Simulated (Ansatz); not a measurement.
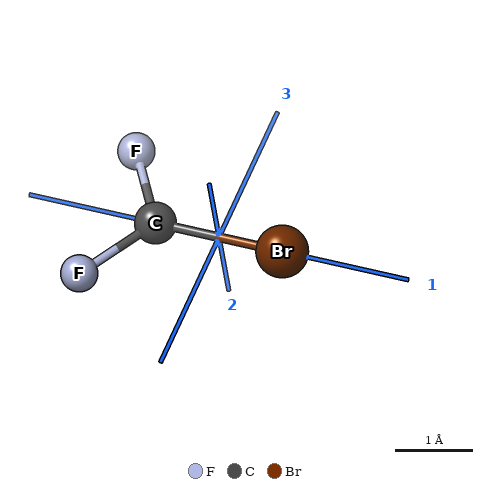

The three principal axes of inertia are drawn and numbered. Depth is shown by fading: the farther an atom, the more it takes the colour of the background. The species has charge +1 and is a spin singlet. The geometry was computed by an optimisation with PBE0-D4/def2-TZVP. No frequency run is at hand to confirm it as a minimum. Masses are those of the most abundant isotopes; constants are for the rigid equilibrium geometry.

Question: Which line is the a axis (least moment of inertia), which b and which c?

Answer: a is line 1, b is line 3, c is line 2; the moments are 42.3, 163, 206 u Å².

Question: Classify the rotor and give the rotational constants (cm⁻¹).

Answer: An asymmetric top (C2v): A = 0.399, B = 0.103, C = 0.0819 cm⁻¹. Ray's parameter κ is −0.87, close to the prolate limit.
